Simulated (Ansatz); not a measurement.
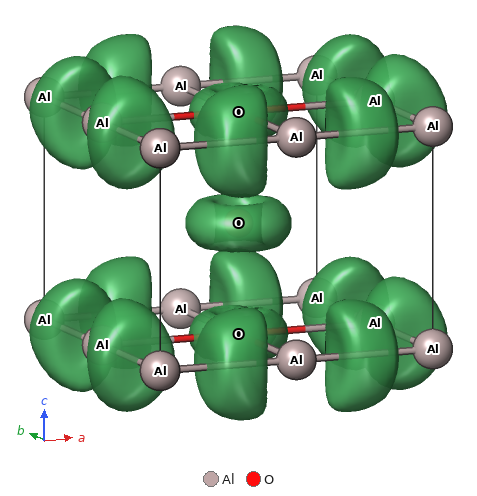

Al3O2. Isosurface of the ELF at 0.8 (green), seen slightly off an axis. Only the valence region is drawn (cores and ρ < 0.01 e/Å³ removed). Sticks mark near contacts.

Space group P4/mmm; a structure generated by program, which may or may not match a known phase; computed without spin polarisation.

Theory: DFT PBE, scalar-relativistic, plane waves, PAW (Ansatz 0.2.0).

Identify the bonds, lone pairs and shells in this picture.

The ELF exceeds this value in four regions between bonded Al–Al atoms and two regions wrapped around O (the valence shell of each), counted in one cell of 5 atoms. Regions shared between cells count once.

Values along the shortest contacts:
Al–O (2.40 Å): the ELF is about 0.40 at the midpoint. Al–Al (2.40 Å): the ELF peaks at about 1 between the atoms.
